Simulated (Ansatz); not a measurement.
## Geometry relaxation of Ge12NH23 (part 2 of 2)

Ge12NH23 (Ge12H22 bond rod); RKS PBE-D4/def2-SVP (Ansatz 0.2.0). The geometry: GFN2-xTB start.

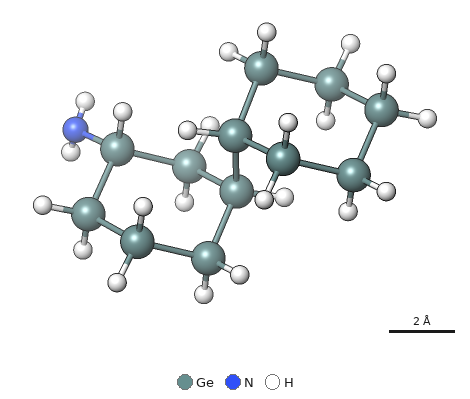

The geometry at step 8 of the log (ball-and-stick view, seen at a tilt).

Trajectory as extended XYZ, continued:
```
36
Properties=species:S:1:pos:R:3:forces:R:3 step=5 energy=-679898.12767
Ge   -1.9596    0.5633   -3.7365   -0.0151   0.0034   0.0007
Ge   -2.0176    0.5133    1.7658    0.0219  -0.0085   0.0146
Ge    0.8966   -2.3078   -3.7776    0.0043  -0.0135   0.0002
Ge    0.8184   -2.3602    1.8336   -0.0122   0.0217   0.0061
Ge    0.8679    0.4849   -0.9457    0.0333   0.0269   0.0441
Ge    0.8489    0.6176    4.5812   -0.0120   0.0074  -0.0014
Ge   -0.6368   -0.9575   -5.1189    0.0011   0.0031   0.0119
Ge   -0.5799   -0.9397    0.4162   -0.0388  -0.0212  -0.0504
Ge   -0.5278    1.9485   -2.3223    0.0017  -0.0238  -0.0043
Ge   -0.6310    1.9716    3.1838   -0.0374   0.0749   0.0504
Ge    2.3036   -0.9060   -2.3545   -0.0195   0.0086  -0.0091
Ge    2.1967   -0.9532    3.2791    0.0040  -0.0082  -0.0038
N    -1.5717    3.1102    4.3471    0.1290  -0.0360  -0.1481
H    -2.9094   -0.2702   -2.8295    0.0059  -0.0004   0.0100
H    -2.8443    1.4631   -4.6489   -0.0108  -0.0070   0.0042
H    -2.9471   -0.3518    2.6701   -0.0060  -0.0039  -0.0004
H    -2.9393    1.3554    0.8306    0.0078  -0.0145  -0.0019
H     0.0717   -3.2726   -2.8788   -0.0019   0.0050   0.0094
H     1.7843   -3.1764   -4.7168   -0.0076  -0.0114   0.0049
H    -0.0649   -3.2964    2.7084   -0.0032  -0.0005  -0.0028
H     1.7331   -3.2530    0.9442   -0.0112  -0.0001  -0.0022
H     1.7415    1.3444    0.0211    0.0044   0.0032   0.0090
H    -0.0404   -0.1909    5.5714    0.0045  -0.0175   0.0016
H     1.7723    1.5386    5.4300   -0.0002  -0.0055  -0.0010
H    -1.5818   -1.8856   -5.9382    0.0070   0.0065  -0.0003
H     0.1915   -0.1182   -6.1333    0.0091   0.0083  -0.0009
H    -1.4340   -1.8236   -0.5457   -0.0002  -0.0059  -0.0119
H    -1.4034    2.8597   -1.4122    0.0136   0.0014   0.0027
H     0.3547    2.8670   -3.2165    0.0028   0.0002   0.0014
H    -2.1795    3.7551    3.8230   -0.0108  -0.0167   0.0442
H    -2.1763    2.5710    4.9775   -0.0779  -0.0083   0.0458
H     0.2021    2.9152    2.2687    0.0060   0.0018  -0.0194
H     3.2209   -1.7983   -1.4679   -0.0002   0.0105   0.0044
H     3.2150   -0.0127   -3.2453    0.0034  -0.0010  -0.0012
H     3.0291   -1.8486    4.2434    0.0103   0.0120  -0.0008
H     3.1966   -0.1563    2.3936   -0.0049   0.0088  -0.0057
36
Properties=species:S:1:pos:R:3:forces:R:3 step=6 energy=-679898.14028
Ge   -1.9621    0.5535   -3.6500   -0.0335   0.0088   0.0105
Ge   -2.0326    0.4873    1.7380   -0.0072  -0.0195   0.0151
Ge    0.8827   -2.3071   -3.6942    0.0079  -0.0395   0.0105
Ge    0.7895   -2.3769    1.8032   -0.0040  -0.0113   0.0051
Ge    0.8912    0.5051   -0.9105    0.0008   0.0026   0.0305
Ge    0.8360    0.5931    4.5282    0.0058  -0.0117  -0.0013
Ge   -0.6187   -0.9342   -5.0491    0.0016   0.0022  -0.0343
Ge   -0.5947   -0.9522    0.3787   -0.0086  -0.0028  -0.0340
Ge   -0.5020    1.9654   -2.2898    0.0048   0.0141  -0.0098
Ge   -0.6309    1.9568    3.1263   -0.0556   0.1082   0.1034
Ge    2.3220   -0.8835   -2.3241    0.0056   0.0032  -0.0108
Ge    2.1955   -0.9432    3.1970    0.0527   0.0005  -0.0126
N    -1.5633    3.1153    4.2849   -0.0009  -0.1532  -0.1171
H    -2.8622   -0.3032   -2.7112    0.0210   0.0233  -0.0107
H    -2.8975    1.4303   -4.5365    0.0144  -0.0259   0.0138
H    -2.9337   -0.3787    2.6712   -0.0025   0.0016  -0.0116
H    -2.9824    1.3099    0.8141    0.0102  -0.0038   0.0009
H     0.0321   -3.2203   -2.7621    0.0263   0.0227  -0.0128
H     1.7435   -3.2304   -4.6092   -0.0291   0.0172   0.0167
H    -0.0992   -3.2830    2.7051    0.0099   0.0069  -0.0023
H     1.6789   -3.3013    0.9199   -0.0098   0.0056   0.0022
H     1.7485    1.3470    0.0857   -0.0091  -0.0079  -0.0020
H    -0.0557   -0.2454    5.4919    0.0063  -0.0003  -0.0006
H     1.7513    1.4995    5.4011   -0.0094  -0.0018  -0.0006
H    -1.5416   -1.8399   -5.9195    0.0210   0.0217   0.0141
H     0.2394   -0.0644   -6.0157   -0.0163  -0.0163   0.0151
H    -1.4327   -1.8121   -0.6192    0.0160   0.0047   0.0074
H    -1.3474    2.9104   -1.3846    0.0119  -0.0095  -0.0040
H     0.3782    2.8519   -3.2201   -0.0142  -0.0082   0.0079
H    -2.1541    3.7641    3.7422    0.0128  -0.0589   0.1002
H    -2.1948    2.5732    4.8953    0.0438   0.1262  -0.0777
H     0.2126    2.8824    2.2023   -0.0003   0.0052  -0.0120
H     3.2653   -1.7529   -1.4418   -0.0046   0.0067   0.0010
H     3.2082    0.0035   -3.2476   -0.0065  -0.0116   0.0044
H     3.0977   -1.8088    4.1303   -0.0296   0.0360  -0.0317
H     3.1330   -0.1111    2.2698   -0.0314  -0.0350   0.0273
36
Properties=species:S:1:pos:R:3:forces:R:3 step=7 energy=-679898.14445
Ge   -1.9590    0.5525   -3.6046   -0.0343   0.0061   0.0058
Ge   -2.0402    0.4697    1.7267   -0.0198  -0.0060  -0.0021
Ge    0.8780   -2.3037   -3.6498    0.0060  -0.0398   0.0049
Ge    0.7757   -2.3915    1.7847    0.0016  -0.0063   0.0118
Ge    0.8995    0.5133   -0.8903    0.0026   0.0014   0.0078
Ge    0.8289    0.5805    4.4939    0.0081   0.0185  -0.0039
Ge   -0.6080   -0.9208   -5.0120   -0.0122  -0.0071  -0.0117
Ge   -0.6009   -0.9608    0.3614   -0.0071  -0.0104  -0.0179
Ge   -0.4881    1.9767   -2.2704   -0.0075   0.0252  -0.0202
Ge   -0.6349    1.9531    3.0968   -0.0377   0.0576   0.0765
Ge    2.3314   -0.8722   -2.3042    0.0213  -0.0002  -0.0223
Ge    2.1916   -0.9404    3.1489    0.0640  -0.0111  -0.0130
N    -1.5571    3.1233    4.2459    0.0495  -0.1045  -0.1072
H    -2.8326   -0.3048   -2.6427    0.0128   0.0091  -0.0204
H    -2.9191    1.4053   -4.4874    0.0157  -0.0087   0.0198
H    -2.9368   -0.3997    2.6606   -0.0022   0.0061  -0.0051
H    -2.9920    1.2907    0.8043   -0.0047  -0.0049  -0.0073
H     0.0285   -3.1910   -2.6930    0.0084   0.0147  -0.0253
H     1.7126   -3.2517   -4.5630   -0.0096   0.0181   0.0236
H    -0.1078   -3.2815    2.7071    0.0033   0.0024  -0.0091
H     1.6510   -3.3282    0.9009   -0.0025   0.0032   0.0075
H     1.7440    1.3442    0.1247   -0.0050  -0.0061  -0.0073
H    -0.0610   -0.2704    5.4480   -0.0006  -0.0019  -0.0038
H     1.7315    1.4869    5.3791    0.0090  -0.0070   0.0032
H    -1.5201   -1.8137   -5.9057    0.0131   0.0128   0.0159
H     0.2599   -0.0401   -5.9593   -0.0087  -0.0125   0.0171
H    -1.4209   -1.8156   -0.6545    0.0031   0.0136   0.0107
H    -1.3188    2.9319   -1.3631    0.0044  -0.0044  -0.0058
H     0.3822    2.8499   -3.2218   -0.0008  -0.0034   0.0180
H    -2.1568    3.7624    3.7047   -0.0060  -0.0067   0.0494
H    -2.1788    2.5943    4.8729   -0.0106   0.0496  -0.0027
H     0.2051    2.8688    2.1596    0.0002  -0.0031  -0.0077
H     3.2834   -1.7295   -1.4200    0.0001   0.0002  -0.0021
H     3.2050    0.0055   -3.2478    0.0009  -0.0013   0.0135
H     3.1218   -1.7868    4.0710   -0.0287   0.0271  -0.0217
H     3.1026   -0.1065    2.1983   -0.0260  -0.0205   0.0313
36
Properties=species:S:1:pos:R:3:forces:R:3 step=8 energy=-679898.14606
Ge   -1.9631    0.5565   -3.5754    0.0066  -0.0016  -0.0079
Ge   -2.0529    0.4577    1.7130   -0.0020  -0.0027  -0.0064
Ge    0.8797   -2.3062   -3.6218   -0.0101   0.0014  -0.0077
Ge    0.7684   -2.3942    1.7721    0.0088  -0.0114  -0.0050
Ge    0.9033    0.5170   -0.8845   -0.0136  -0.0063  -0.0006
Ge    0.8316    0.5784    4.4679    0.0027  -0.0065  -0.0109
Ge   -0.6075   -0.9179   -4.9777    0.0083   0.0009  -0.0139
Ge   -0.6079   -0.9655    0.3463    0.0129   0.0082   0.0179
Ge   -0.4828    1.9873   -2.2597    0.0043   0.0025   0.0124
Ge   -0.6428    1.9464    3.0762    0.0047   0.0034   0.0121
Ge    2.3417   -0.8667   -2.2948   -0.0026  -0.0031   0.0152
Ge    2.1953   -0.9388    3.1195   -0.0040   0.0126   0.0073
N    -1.5520    3.1208    4.2197    0.0575  -0.0277  -0.0301
H    -2.8256   -0.3070   -2.6117    0.0010   0.0124   0.0077
H    -2.9319    1.4037   -4.4510    0.0041  -0.0026  -0.0054
H    -2.9534   -0.4094    2.6442   -0.0016  -0.0032   0.0004
H    -3.0019    1.2700    0.7808   -0.0089   0.0120  -0.0023
H     0.0202   -3.1831   -2.6675    0.0161   0.0005   0.0118
H     1.7091   -3.2628   -4.5272   -0.0032   0.0052  -0.0073
H    -0.1151   -3.2790    2.6984    0.0043   0.0003   0.0053
H     1.6401   -3.3359    0.8915    0.0025  -0.0090  -0.0040
H     1.7422    1.3413    0.1392   -0.0022  -0.0017   0.0032
H    -0.0568   -0.2823    5.4144   -0.0039  -0.0017   0.0047
H     1.7386    1.4707    5.3625   -0.0025   0.0131  -0.0014
H    -1.5137   -1.8038   -5.8811   -0.0050  -0.0049   0.0004
H     0.2683   -0.0357   -5.9140   -0.0016   0.0055  -0.0059
H    -1.4266   -1.8112   -0.6761    0.0051  -0.0033   0.0009
H    -1.3066    2.9441   -1.3495   -0.0016   0.0048   0.0057
H     0.3948    2.8581   -3.2047   -0.0109  -0.0012  -0.0102
H    -2.1557    3.7622    3.6906   -0.0301   0.0562  -0.0265
H    -2.1664    2.6097    4.8649   -0.0286  -0.0259   0.0511
H     0.1926    2.8522    2.1245   -0.0066   0.0009   0.0010
H     3.2937   -1.7203   -1.4080    0.0057  -0.0012   0.0058
H     3.2159    0.0131   -3.2346   -0.0029  -0.0074  -0.0082
H     3.1311   -1.7683    4.0461   -0.0032  -0.0116  -0.0049
H     3.0960   -0.1013    2.1673    0.0005  -0.0069  -0.0043
36
Properties=species:S:1:pos:R:3:forces:R:3 step=9 energy=-679898.14713
Ge   -1.9605    0.5613   -3.5854    0.0061   0.0010   0.0166
Ge   -2.0571    0.4601    1.7113    0.0037  -0.0090   0.0150
Ge    0.8818   -2.3056   -3.6303    0.0060   0.0097   0.0150
Ge    0.7760   -2.3968    1.7739   -0.0074   0.0048   0.0071
Ge    0.8993    0.5146   -0.8838   -0.0042  -0.0046  -0.0103
Ge    0.8343    0.5831    4.4670   -0.0015  -0.0134  -0.0050
Ge   -0.6088   -0.9195   -4.9850   -0.0044  -0.0015   0.0165
Ge   -0.6061   -0.9670    0.3541    0.0046   0.0067   0.0009
Ge   -0.4866    1.9873   -2.2577    0.0096  -0.0014  -0.0076
Ge   -0.6479    1.9467    3.0791    0.0087  -0.0117  -0.0230
Ge    2.3385   -0.8712   -2.2922    0.0011   0.0086  -0.0062
Ge    2.1977   -0.9412    3.1263   -0.0178   0.0034  -0.0053
N    -1.5524    3.1196    4.2241   -0.0034  -0.0044   0.0153
H    -2.8295   -0.2903   -2.6179   -0.0086  -0.0092   0.0014
H    -2.9225    1.4099   -4.4658   -0.0022   0.0057  -0.0093
H    -2.9615   -0.4068    2.6386   -0.0039  -0.0044   0.0027
H    -3.0037    1.2747    0.7781   -0.0002   0.0056  -0.0067
H     0.0377   -3.1903   -2.6706   -0.0114  -0.0066  -0.0009
H     1.7138   -3.2532   -4.5415    0.0054  -0.0037  -0.0103
H    -0.1057   -3.2828    2.7002   -0.0008  -0.0036   0.0067
H     1.6471   -3.3386    0.8930    0.0032  -0.0018  -0.0081
H     1.7397    1.3392    0.1382    0.0018   0.0015   0.0054
H    -0.0505   -0.2760    5.4185   -0.0034   0.0008   0.0072
H     1.7411    1.4813    5.3562   -0.0021   0.0094  -0.0021
H    -1.5198   -1.8104   -5.8777   -0.0081  -0.0061  -0.0073
H     0.2598   -0.0393   -5.9290    0.0070   0.0022  -0.0076
H    -1.4242   -1.8157   -0.6659    0.0002  -0.0060  -0.0079
H    -1.3100    2.9420   -1.3452   -0.0085   0.0026   0.0046
H     0.3849    2.8610   -3.2051    0.0079   0.0054  -0.0011
H    -2.1557    3.7679    3.7016   -0.0060   0.0318  -0.0205
H    -2.1655    2.6133    4.8757    0.0041  -0.0121   0.0173
H     0.1826    2.8529    2.1233   -0.0030   0.0043   0.0050
H     3.2901   -1.7233   -1.4033    0.0006  -0.0071   0.0045
H     3.2149    0.0037   -3.2341    0.0042   0.0074  -0.0013
H     3.1226   -1.7800    4.0538    0.0099  -0.0083   0.0123
H     3.1063   -0.1105    2.1776    0.0128   0.0039  -0.0130
36
Properties=species:S:1:pos:R:3:forces:R:3 step=10 energy=-679898.14797
Ge   -1.9595    0.5680   -3.5787    0.0024  -0.0001  -0.0047
Ge   -2.0670    0.4508    1.7067   -0.0123  -0.0071  -0.0101
Ge    0.8867   -2.3031   -3.6266   -0.0001   0.0016  -0.0033
Ge    0.7735   -2.4018    1.7749    0.0028  -0.0005  -0.0017
Ge    0.9000    0.5139   -0.8783    0.0028   0.0012  -0.0055
Ge    0.8340    0.5865    4.4543   -0.0031   0.0052  -0.0087
Ge   -0.6136   -0.9213   -4.9753   -0.0005   0.0006   0.0023
Ge   -0.6070   -0.9720    0.3528   -0.0007  -0.0003   0.0058
Ge   -0.4823    1.9911   -2.2512   -0.0008  -0.0010   0.0009
Ge   -0.6591    1.9424    3.0682    0.0264  -0.0069   0.0194
Ge    2.3422   -0.8676   -2.2880    0.0000  -0.0015   0.0008
Ge    2.1983   -0.9447    3.1222   -0.0027  -0.0005   0.0046
N    -1.5468    3.1174    4.2243   -0.0026  -0.0103   0.0016
H    -2.8396   -0.2787   -2.6162   -0.0008   0.0000   0.0020
H    -2.9113    1.4199   -4.4684    0.0006   0.0016   0.0015
H    -2.9735   -0.4178    2.6309    0.0028   0.0019   0.0001
H    -3.0099    1.2625    0.7662   -0.0007  -0.0008   0.0007
H     0.0454   -3.1974   -2.6725    0.0008  -0.0013   0.0010
H     1.7198   -3.2417   -4.5474    0.0012   0.0005   0.0007
H    -0.1050   -3.2878    2.7049   -0.0009   0.0005  -0.0006
H     1.6432   -3.3428    0.8908   -0.0018  -0.0003   0.0001
H     1.7396    1.3358    0.1470   -0.0009  -0.0001   0.0036
H    -0.0428   -0.2650    5.4205    0.0002  -0.0002   0.0004
H     1.7393    1.5004    5.3295    0.0001   0.0010  -0.0024
H    -1.5298   -1.8158   -5.8607   -0.0008  -0.0002   0.0013
H     0.2513   -0.0465   -5.9292   -0.0016  -0.0015   0.0004
H    -1.4161   -1.8227   -0.6735   -0.0011   0.0015  -0.0005
H    -1.3092    2.9435   -1.3386    0.0014   0.0012   0.0018
H     0.3912    2.8663   -3.1960    0.0007  -0.0006   0.0017
H    -2.1430    3.7791    3.7099   -0.0108   0.0082   0.0025
H    -2.1576    2.6154    4.8817   -0.0024   0.0068  -0.0035
H     0.1662    2.8524    2.1126    0.0002   0.0014  -0.0117
H     3.2914   -1.7237   -1.3994   -0.0003   0.0016   0.0007
H     3.2198    0.0094   -3.2273   -0.0005   0.0010   0.0013
H     3.1177   -1.7812    4.0591    0.0016  -0.0020  -0.0016
H     3.1133   -0.1230    2.1705    0.0015  -0.0007  -0.0011
```

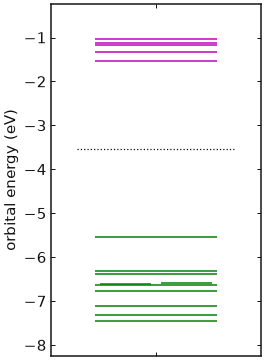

Orbital energies near the frontier; the dotted line parts filled from empty levels, and levels within 0.02 eV of each other stand side by side. Highest filled −5.54 eV, lowest empty −1.53 eV, 4.01 eV apart.

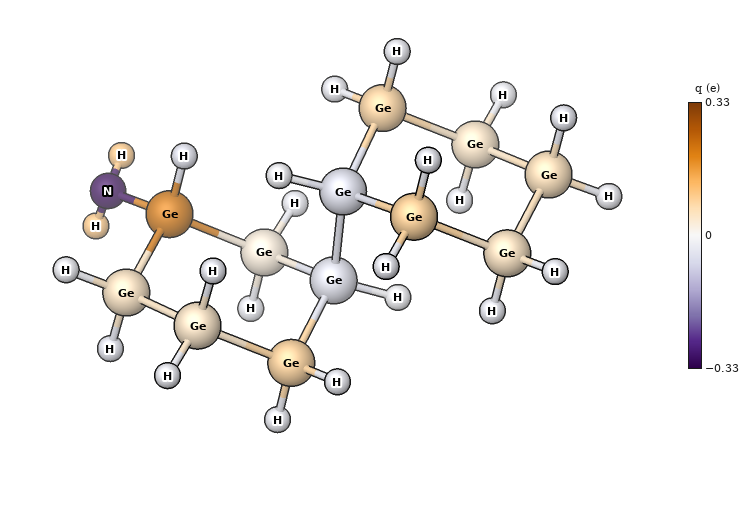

Mulliken charges, as the colour of each atom (ball-and-stick view, seen at a tilt). By element: Ge −0.05 to +0.22, N −0.32 and H −0.05 to +0.12 e.

This output came from the following input.

Input file:
```yaml
crystal:
  periodic: [false, false, false]
  atoms:
    - {symbol: Ge, position_ang: [-1.916800, 0.598050, -3.920300]}
    - {symbol: Ge, position_ang: [-1.969550, 0.554480, 1.799130]}
    - {symbol: Ge, position_ang: [0.946870, -2.275150, -3.954130]}
    - {symbol: Ge, position_ang: [0.883790, -2.274990, 1.892430]}
    - {symbol: Ge, position_ang: [0.790930, 0.414250, -1.037930]}
    - {symbol: Ge, position_ang: [0.870820, 0.672360, 4.638400]}
    - {symbol: Ge, position_ang: [-0.668290, -1.006720, -5.201210]}
    - {symbol: Ge, position_ang: [-0.538520, -0.901810, 0.502420]}
    - {symbol: Ge, position_ang: [-0.589390, 1.871980, -2.381850]}
    - {symbol: Ge, position_ang: [-0.666050, 1.968990, 3.302560]}
    - {symbol: Ge, position_ang: [2.227950, -0.952900, -2.418340]}
    - {symbol: Ge, position_ang: [2.161080, -0.970720, 3.450280]}
    - {symbol: N, position_ang: [-1.553000, 3.099910, 4.429660]}
    - {symbol: H, position_ang: [-2.972030, -0.137300, -3.116010]}
    - {symbol: H, position_ang: [-2.758950, 1.479060, -4.821290]}
    - {symbol: H, position_ang: [-3.008870, -0.268710, 2.556660]}
    - {symbol: H, position_ang: [-2.871550, 1.365570, 0.872840]}
    - {symbol: H, position_ang: [0.230430, -3.354250, -3.165040]}
    - {symbol: H, position_ang: [1.827660, -3.086450, -4.882410]}
    - {symbol: H, position_ang: [0.053380, -3.304870, 2.638930]}
    - {symbol: H, position_ang: [1.781410, -3.145340, 1.031930]}
    - {symbol: H, position_ang: [1.692950, 1.299950, -0.160670]}
    - {symbol: H, position_ang: [0.069150, -0.066020, 5.699590]}
    - {symbol: H, position_ang: [1.764070, 1.545630, 5.492280]}
    - {symbol: H, position_ang: [-1.604950, -1.925470, -5.958550]}
    - {symbol: H, position_ang: [0.044710, -0.284220, -6.327230]}
    - {symbol: H, position_ang: [-1.428900, -1.823010, -0.348730]}
    - {symbol: H, position_ang: [-1.463190, 2.748890, -1.503690]}
    - {symbol: H, position_ang: [0.253580, 2.896450, -3.119830]}
    - {symbol: H, position_ang: [-2.209480, 3.730800, 3.989540]}
    - {symbol: H, position_ang: [-2.024650, 2.662720, 5.210490]}
    - {symbol: H, position_ang: [0.093090, 2.957190, 2.415380]}
    - {symbol: H, position_ang: [3.127820, -1.825100, -1.562820]}
    - {symbol: H, position_ang: [3.230340, -0.093110, -3.168550]}
    - {symbol: H, position_ang: [2.896660, -1.870780, 4.421970]}
    - {symbol: H, position_ang: [3.297500, -0.299330, 2.704060]}
basis:
  gaussian: {orbitals: def2-SVP, fitting: {mean_field: def2-universal-jkfit}}
hamiltonian: {xc: pbe, dispersion: d4}
scf: {lower_state_search: "off"}
output: {orbitals: {seedname: orbitals}}
relax: {f_tol: 0.03, max_steps: 70}
```

Run as:
```bash
ansatz run in.yaml --threads 2 --pin off --events-out ev --progress --plain --max-ram 32768MiB --backend cuda --devices 0, --max-vram 18GiB
```

Summary:

- outcome: converged
- total energy: −679898.1481 eV
- mean-field energy: −679896.4618 eV
- dispersion energy: −1.6863 eV
- HOMO: −5.54 eV
- LUMO: −1.53 eV
- largest force (length of the vector) at the end: 0.033 eV/Å
- dipole moment: 1.23 D
- hardware: 2 CPU threads, shared host
- wall time: 60 s (CPU time 80 s)
- peak memory: 1.2 GiB
